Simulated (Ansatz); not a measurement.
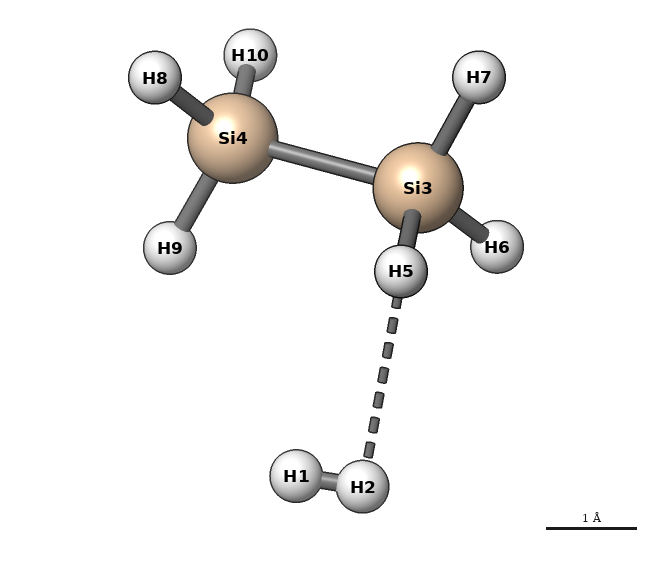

Two molecules or ions; the broken line marks their closest contact (measured against van der Waals radii). The geometry was computed by an optimisation with PBE0-D4/def2-TZVP. No frequency run is at hand to confirm it as a minimum. Program: Ansatz 0.2.0.

Which two species are they?

Answer. H2 and Si2H6 (`[H][H].[SiH3][SiH3]`).

How long is the contact?

Answer. H2···Si3 is 3.54 Å.

Give the counterpoise-corrected interaction energy (kJ/mol, monomers kept as in the pair) with CCSD(T)/CBS (MP2 limit from def2-TZVPPD and def2-QZVPPD plus CCSD(T) − MP2); B3LYP-D4/def2-TZVPPD; B2PLYP (frozen core)/def2-TZVPPD; B97M-V/def2-TZVPPD.

```csv
level,interaction energy (kJ/mol)
CCSD(T)/CBS (MP2 limit from def2-TZVPPD and def2-QZVPPD plus CCSD(T) − MP2),−1.9
B3LYP-D4/def2-TZVPPD,−1.7
B2PLYP (frozen core)/def2-TZVPPD,+0.2
B97M-V/def2-TZVPPD,−1.9
```
